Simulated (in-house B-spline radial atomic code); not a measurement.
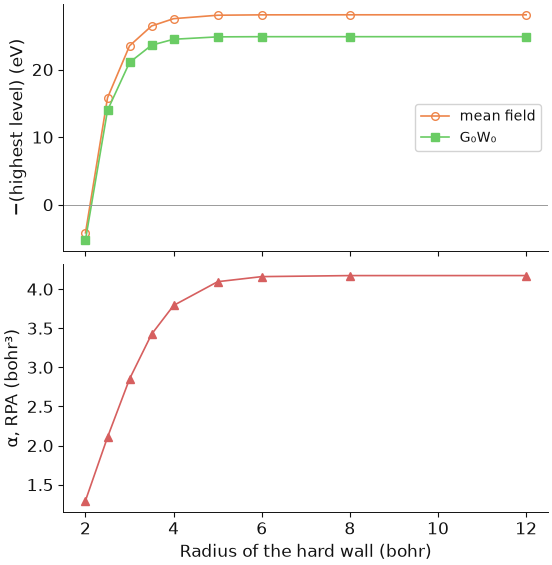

Yb²⁺ ([Xe] 4f¹⁴) confined in a hard spherical wall, Hartree-Fock start. All-electron spherical atom, scalar X2C, no spin-orbit coupling, Breit or QED terms; computed with a B-spline radial code.

Describe the effect of the wall.

As the wall closes from 12 to 2 bohr, the mean-field binding energy of 4f goes from 28.10 to −4.16 eV, so the level rises above zero, and the G₀W₀ value from 24.86 (at 12 bohr) to −5.20 eV (at 2 bohr). The RPA-screened polarisability falls from 4.17 to 1.30 bohr³, and the RPA correlation energy goes from −5.92 to −5.95 hartree.

Known limits: relativistic terms absent here (spin-orbit coupling, Breit, QED) can be large for so heavy or highly charged an atom or ion.
